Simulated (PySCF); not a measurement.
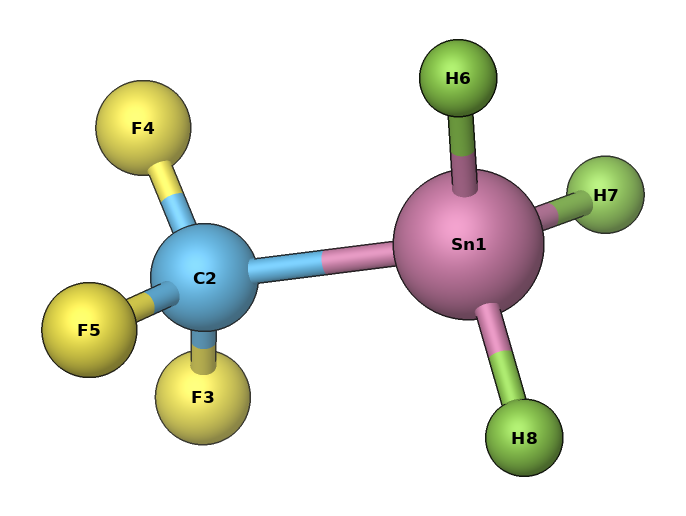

Numbered structure. The computed structure is the end point of a PBE0-D3(BJ)/def2-SVP optimisation. No frequency run is at hand to confirm it as a minimum.

**Describe the coordination of atom 2.**

C2 has 4 neighbours (Sn1 at 2.20, F3 at 1.34, F4 at 1.34, F5 at 1.34 Å); the arrangement is tetrahedral.

**Describe the coordination of atom 1.**

Sn1 has 4 neighbours (C2 at 2.20, H6 at 1.71, H7 at 1.71, H8 at 1.71 Å); the arrangement is tetrahedral.
